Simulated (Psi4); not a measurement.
# Run report: SiSe, geometry relaxation (part 2 of 2)

SiSe; B3LYP/STO-3G, RKS (Psi4 1.11). The atoms were displaced at random from an optimised geometry.

Geometry of the input (Å):
```
Si -0.0068  0.0802  0.0209
Se -0.0653  -0.0156  2.0651
```

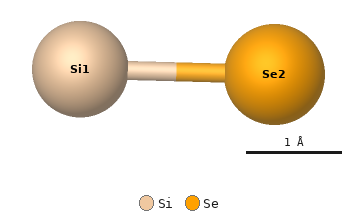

Figure 1. The geometry at step 1 of the log (ball-and-stick view, seen at an oblique angle; atoms are numbered from 1 in the order of the input).

**Log, continued**
```
	----------------------------------------------------------------------------------------------~
	   Step    Total Energy     Delta E     Max Force     RMS Force      Max Disp      RMS Disp   ~
	----------------------------------------------------------------------------------------------~
	  Convergence Criteria     1.00e-06 *    3.00e-04 *             o    1.20e-03 *             o~
	----------------------------------------------------------------------------------------------~
	     1   -2660.99048383   -2.66e+03      1.61e-03      1.61e-03 o    5.43e-03      5.43e-03 o  ~
	----------------------------------------------------------------------------------------------

Next Geometry in Ang
	Fragment 1 (Ang)

	   Si  -0.0000000000   0.0000000000  -1.5150054650
	   Se   0.0000000000  -0.0000000000   0.5294351074

    Structure for next step:
    Molecular point group: c1
    Full point group: C_inf_v

    Geometry (in Angstrom), charge = 0, multiplicity = 1:

    SI          -0.000000000000     0.000000000000    -1.514314187750
    SE           0.000000000000    -0.000000000000     0.530126384718

gradient() will perform analytic gradient computation.

   => Loading Basis Set <=

    Name: STO-3G
    Role: ORBITAL
    Keyword: BASIS

         ---------------------------------------------------------
                                   SCF
                              RKS Reference
                        1 Threads,   1525 MiB Core
         ---------------------------------------------------------

  ==> Geometry <==

    Molecular point group: c1
    Full point group: C_inf_v

    Geometry (in Angstrom), charge = 0, multiplicity = 1:

       Center              X                  Y                   Z               Mass
    ------------   -----------------  -----------------  -----------------  -----------------
         SI          -0.000000000000     0.000000000000    -1.514314187750    27.976926534650
         SE           0.000000000000    -0.000000000000     0.530126384718    79.916521800000

  Running in c1 symmetry.

  Rotational constants: A = ************  B =      0.19463  C =      0.19463 [cm^-1]
  Rotational constants: A = ************  B =   5834.80995  C =   5834.80995 [MHz]
  Nuclear repulsion =  123.206492607861023

  Charge       = 0
  Multiplicity = 1
  Electrons    = 48
  Nalpha       = 24
  Nbeta        = 24

  ==> Algorithm <==

  SCF Algorithm Type is DF.
  DIIS enabled.
  MOM disabled.
  Fractional occupation disabled.
  Guess Type is READ.
  Energy threshold   = 1.00e-08
  Density threshold  = 1.00e-08
  Integral threshold = 1.00e-12

  ==> Primary Basis <==

  Basis Set: STO-3G
    Blend: STO-3G
    Number of shells: 13
    Number of basis functions: 27
    Number of Cartesian functions: 28
    Spherical Harmonics?: true
    Max angular momentum: 2

  ==> DFT Potential <==

   => LibXC <=

    Version 7.1.2

   => Composite Functional: B3LYP <=

    B3LYP Hyb-GGA Exchange-Correlation Functional

    Deriv               =              1
    GGA                 =           TRUE
    Meta                =          FALSE

    Exchange Hybrid     =           TRUE
    MP2 Hybrid          =          FALSE

   => Exchange Functionals <=

    0.0800   Slater exchange
    0.7200         Becke 88

   => Exact (HF) Exchange <=

    0.2000               HF

   => Correlation Functionals <=

    0.1900   Vosko, Wilk & Nusair (VWN5_RPA)
    0.8100   Lee, Yang & Parr

   => LibXC Density Thresholds  <==

    XC_HYB_GGA_XC_B3LYP:  1.00E-15

   => Molecular Quadrature <=

    Radial Scheme          =       TREUTLER
    Pruning Scheme         =           NONE
    Nuclear Scheme         =       TREUTLER

    Blocking Scheme        =         OCTREE
    BS radius alpha        =              1
    Pruning alpha          =              1
    Radial Points          =             75
    Spherical Points       =            302
    Total Points           =          38666
    Total Blocks           =            351
    Max Points             =            256
    Max Functions          =             26
    Weights Tolerance      =       1.00E-15

   => Loading Basis Set <=

    Name: DEF2-UNIVERSAL-JKFIT
    Role: JKFIT
    Keyword: DF_BASIS_SCF

   => Loading Basis Set <=

    Name: STO-3G
    Role: ORBITAL
    Keyword: BASIS

  Reading orbitals from file scr/output.180.npy, no projection.

  ==> Integral Setup <==

  DFHelper Memory: AOs need 0.003 GiB; user supplied 1.096 GiB.
  SCF_SUBTYPE=INCORE selected. In-core MEM_DF algorithm will be used.
  Using in-core AOs.

  ==> MemDFJK: Density-Fitted J/K Matrices <==

    J tasked:                   Yes
    K tasked:                   Yes
    wK tasked:                   No
    Memory [MiB]:              1122
    Algorithm:                 Core
    Schwarz Cutoff:           1E-12
    Mask sparsity (%):       3.5665
    Fitting Condition:        1E-10

   => Auxiliary Basis Set <=

  Basis Set: DEF2-UNIVERSAL-JKFIT
    Blend: DEF2-UNIVERSAL-JKFIT
    Number of shells: 98
    Number of basis functions: 394
    Number of Cartesian functions: 526
    Spherical Harmonics?: true
    Max angular momentum: 5

  Cached 100.0% of DFT collocation blocks in 0.021 [GiB].

  Minimum eigenvalue in the overlap matrix is 2.9361424714E-01.
  Reciprocal condition number of the overlap matrix is 1.6259665244E-01.
    Using symmetric orthogonalization.

  ==> Pre-Iterations <==

  SCF Guess: Orbitals guess was supplied from a previous computation.

   -------------------------------------------------------
    Irrep   Nso     Nmo     Nalpha   Nbeta   Ndocc  Nsocc
   -------------------------------------------------------
     A         27      27      24      24      24       0
   -------------------------------------------------------
    Total      27      27      24      24      24       0
   -------------------------------------------------------

  ==> Iterations <==

                           Total Energy        Delta E     RMS |[F,P]|

   @DF-RKS iter   0: -2660.99060546139481   -2.66099e+03   3.39080e-04
   @DF-RKS iter   1: -2660.99048612130309    1.19340e-04   3.12309e-05 DIIS
   @DF-RKS iter   2: -2660.99048224057969    3.88072e-06   8.19271e-05 DIIS
   @DF-RKS iter   3: -2660.99048679763155   -4.55705e-06   2.73179e-06 DIIS
   @DF-RKS iter   4: -2660.99048680267424   -5.04269e-09   2.01734e-07 DIIS
   @DF-RKS iter   5: -2660.99048680270107   -2.68301e-11   1.01198e-08 DIIS
   @DF-RKS iter   6: -2660.99048680270062    4.54747e-13   1.09416e-09 DIIS
  Energy and wave function converged.

  ==> Post-Iterations <==

   Electrons on quadrature grid:
      Ntotal   =   48.0000141247 ; deviation = 1.412e-05

    Orbital Energies [Eh]
    ---------------------

    Doubly Occupied:

       1A   -448.554217     2A    -65.293076     3A    -55.966876
       4A    -51.296862     5A    -51.295658     6A    -51.295658
       7A     -7.019634     8A     -5.064336     9A     -5.056593
      10A     -5.056593    11A     -5.043781    12A     -3.341961
      13A     -3.341961    14A     -3.339480    15A     -1.018244
      16A     -1.013194    17A     -1.013194    18A     -1.008912
      19A     -1.008879    20A     -0.577238    21A     -0.326084
      22A     -0.160927    23A     -0.160927    24A     -0.156991

    Virtual:

      25A      0.059804    26A      0.059804    27A      0.319748

    Final Occupation by Irrep:
              A
    DOCC [    24 ]
    NA   [    24 ]
    NB   [    24 ]

  @DF-RKS Final Energy: -2660.99048680270062

   => Energetics <=

    Nuclear Repulsion Energy =            123.2064926078610227
    One-Electron Energy =               -3972.0645750481198775
    Two-Electron Energy =                1275.2951019514785003
    DFT Exchange-Correlation Energy =     -87.4275063139203326
    Empirical Dispersion Energy =           0.0000000000000000
    VV10 Nonlocal Energy =                  0.0000000000000000
    Total Energy =                      -2660.9904868027006160

Computation Completed

Properties will be evaluated at   0.000000,   0.000000,   0.000000 [a0]

Properties computed using the SCF density matrix

 Multipole Moments:

 ------------------------------------------------------------------------------------
     Multipole            Electronic (a.u.)      Nuclear  (a.u.)        Total (a.u.)
 ------------------------------------------------------------------------------------

 L = 1.  Multiply by 2.5417464519 to convert [e a0] to [Debye]
 Dipole X            :          0.0000000           -0.0000000            0.0000000
 Dipole Y            :          0.0000000            0.0000000            0.0000000
 Dipole Z            :          5.0897145           -6.0019621           -0.9122476
 Magnitude           :                                                    0.9122476

 ------------------------------------------------------------------------------------

	total time  =          0 seconds =       0.00 minutes

         ------------------------------------------------------------
                                   SCF GRAD
         ------------------------------------------------------------

  ==> Geometry <==

    Molecular point group: c1
    Full point group: C_inf_v

    Geometry (in Angstrom), charge = 0, multiplicity = 1:

       Center              X                  Y                   Z               Mass
    ------------   -----------------  -----------------  -----------------  -----------------
         SI          -0.000000000000     0.000000000000    -1.514314187750    27.976926534650
         SE           0.000000000000    -0.000000000000     0.530126384718    79.916521800000

  Nuclear repulsion =  123.206492607861051

  ==> Basis Set <==

  Basis Set: STO-3G
    Blend: STO-3G
    Number of shells: 13
    Number of basis functions: 27
    Number of Cartesian functions: 28
    Spherical Harmonics?: true
    Max angular momentum: 2

  ==> DFJKGrad: Density-Fitted SCF Gradients <==

    Gradient:                    1
    J tasked:                  Yes
    K tasked:                  Yes
    wK tasked:                  No
    Integrals threads:           1
    Memory [MiB]:             1144
    Schwarz Cutoff:          1E-12
    Fitting Condition:       1E-10

   => Auxiliary Basis Set <=

  Basis Set: DEF2-UNIVERSAL-JKFIT
    Blend: DEF2-UNIVERSAL-JKFIT
    Number of shells: 98
    Number of basis functions: 394
    Number of Cartesian functions: 526
    Spherical Harmonics?: true
    Max angular momentum: 5

  ==> DFT Potential <==

   => LibXC <=

    Version 7.1.2

   => Composite Functional: B3LYP <=

    B3LYP Hyb-GGA Exchange-Correlation Functional

    Deriv               =              1
    GGA                 =           TRUE
    Meta                =          FALSE

    Exchange Hybrid     =           TRUE
    MP2 Hybrid          =          FALSE

   => Exchange Functionals <=

    0.0800   Slater exchange
    0.7200         Becke 88

   => Exact (HF) Exchange <=

    0.2000               HF

   => Correlation Functionals <=

    0.1900   Vosko, Wilk & Nusair (VWN5_RPA)
    0.8100   Lee, Yang & Parr

   => LibXC Density Thresholds  <==

    XC_HYB_GGA_XC_B3LYP:  1.00E-15

   => Molecular Quadrature <=

    Radial Scheme          =       TREUTLER
    Pruning Scheme         =           NONE
    Nuclear Scheme         =       TREUTLER

    Blocking Scheme        =         OCTREE
    BS radius alpha        =              1
    Pruning alpha          =              1
    Radial Points          =             75
    Spherical Points       =            302
    Total Points           =          38666
    Total Blocks           =            351
    Max Points             =            256
    Max Functions          =             26
    Weights Tolerance      =       1.00E-15

  -Total Gradient:
     Atom            X                  Y                   Z
    ------   -----------------  -----------------  -----------------
       1       -0.000000000000    -0.000000000000     0.000334085093
       2       -0.000000000001     0.000000000000    -0.000179876882

	total time  =          1 seconds =       0.02 minutes

    			-----------------------------------------

    			 OPTKING 3.0: for geometry optimizations

    			        with contributions from

    			-----------------------------------------

	                            ===> Fragment 1 <==

	 Z (Atomic Numbers)          Masses                          Geom
	      14.000000            27.976927         -0.00000000  0.00000000 -2.86163908
	      34.000000            79.916522          0.00000000 -0.00000000  1.00179368

	 - Coordinate -           - BOHR/RAD -       - ANG/DEG -
	 R(1,2)           =         3.863433           2.044441

	        --- Internal Coordinate Step in ANG or DEG, aJ/ANG or AJ/DEG ---
	-------------------------------------------------------------------------------
	           Coordinate      Previous         Force          Change          New
	           ----------      --------        ------          ------        ------
	               R(1,2)       2.04444        0.00212        0.00040       2.04484
	-------------------------------------------------------------------------------

	                                 ==> Convergence Check <==

	Measures of convergence in internal coordinates in au.

	Criteria marked as inactive (o), active & met (*), and active & unmet ( ).

	----------------------------------------------------------------------------------------------
	   Step    Total Energy     Delta E     Max Force     RMS Force      Max Disp      RMS Disp
	----------------------------------------------------------------------------------------------
	  Convergence Criteria     1.00e-06 *    3.00e-04 *             o    1.20e-03 *             o
	----------------------------------------------------------------------------------------------
	     2   -2660.99048680   -2.97e-06      2.57e-04 *    2.57e-04 o    7.46e-04 *    7.46e-04 o  ~
	----------------------------------------------------------------------------------------------

Next Geometry in Ang
	Fragment 1 (Ang)

	   Si  -0.0000000000   0.0000000000  -1.5145116969
	   Se   0.0000000000  -0.0000000000   0.5303238939

    Final optimized geometry and variables:
    Molecular point group: c1
    Full point group: C_inf_v

    Geometry (in Angstrom), charge = 0, multiplicity = 1:

    SI          -0.000000000000     0.000000000000    -1.514314187750
    SE           0.000000000000    -0.000000000000     0.530126384718

    Psi4 run time: 0:00:02.45
```

**Standard output**
```
Optimizer: Optimization complete!
```

**Trajectory as extended XYZ (Å, eV, eV/Å), 2 frames, from step=0 to step=1**
```
2
Properties=species:S:1:pos:R:3:forces:R:3 step=0 energy=-72409.23985
Si   -0.0068    0.0802    0.0209   -0.0023  -0.0037   0.0788
Se   -0.0653   -0.0156    2.0651    0.0025   0.0041  -0.0867
2
Properties=species:S:1:pos:R:3:forces:R:3 step=1 energy=-72409.23993
Si   -0.0069    0.0801    0.0230    0.0005   0.0008  -0.0171
Se   -0.0653   -0.0156    2.0644   -0.0003  -0.0004   0.0092
```

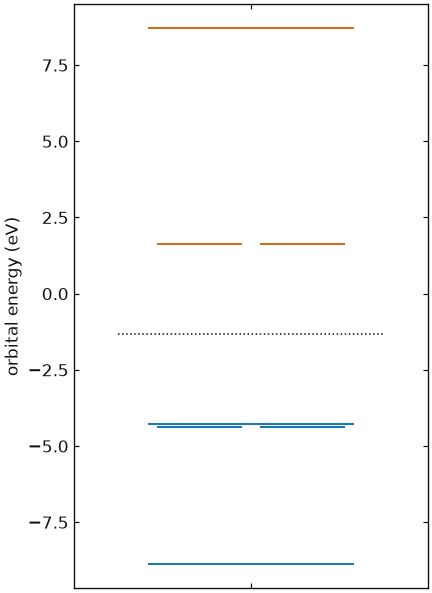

Figure 2. Orbital energies near the frontier; the dotted line parts filled from empty levels, and levels within 0.02 eV of each other stand side by side. Highest filled −4.27 eV, lowest empty 1.63 eV, 5.90 eV apart.

**Results in brief**

```tsv
quantity	value
outcome	converged
total energy	−2660.990487 hartree
basis functions	27
HOMO	−4.27 eV
LUMO	1.63 eV
dipole moment	2.32 D
wall time	3.6 s
peak memory	0.25 GiB
```
